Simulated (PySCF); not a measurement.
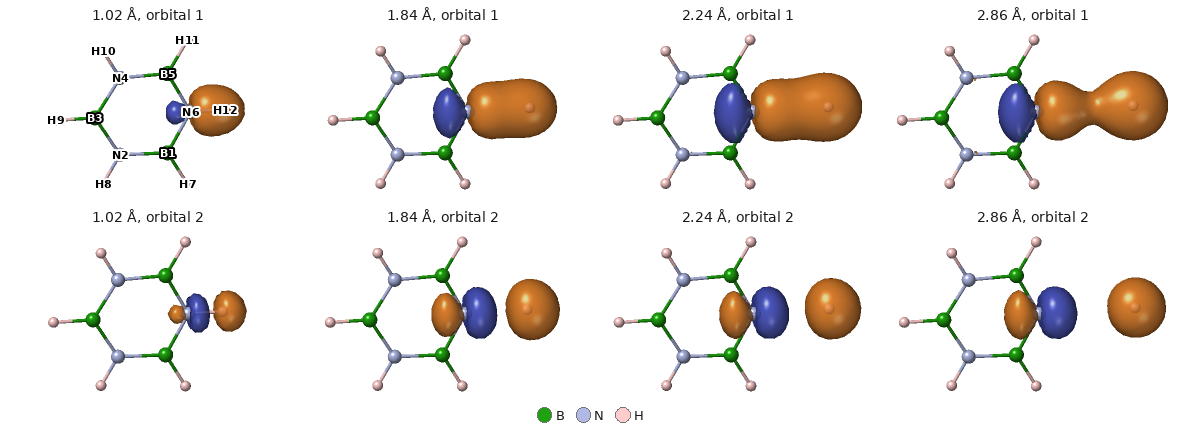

*B₃H₆N₃, SMILES `B1NBNBN1`. Rigid stretch of the N6–H12 bond. The two CASSCF(2,2) natural orbitals nearest half filling (orbital 1 the more occupied).*

PySCF calculation, 6-31G* basis, gas phase; geometry: GFN2-xTB. No frequency check shows the geometry to be a minimum.

How do the occupations change along the stretch?

Answer. 1.02 Å: 1.98 and 0.02; 1.84 Å: 1.77 and 0.23; 2.24 Å: 1.54 and 0.46; 2.86 Å: 1.23 and 0.77. At the longest distance computed (2.86 Å) they are 1.23 and 0.77, and the effective number of unpaired electrons is 1.8.

Where does the UHF solution part from RHF?

Answer. Between 1.38 Å (⟨S²⟩ = 0, the two coincide) and 1.58 Å (⟨S²⟩ = 0.27); at 2.86 Å ⟨S²⟩ is 1.00 and UHF lies 4.4 eV below RHF.

How much energy does the stretch cost?

Answer. By CASSCF, 4.8 eV from the lowest point of the scan (1.02 Å) to 2.86 Å; RHF gives 8.6 eV from its own lowest point. The fragments aren't relaxed and dynamic correlation is missing, so this isn't a bond dissociation energy.

Run time: 2.6 min on 1 thread of Intel(R) Xeon(R) 6975P-C (Granite Rapids) (shared host), peak memory 0.26 GiB.
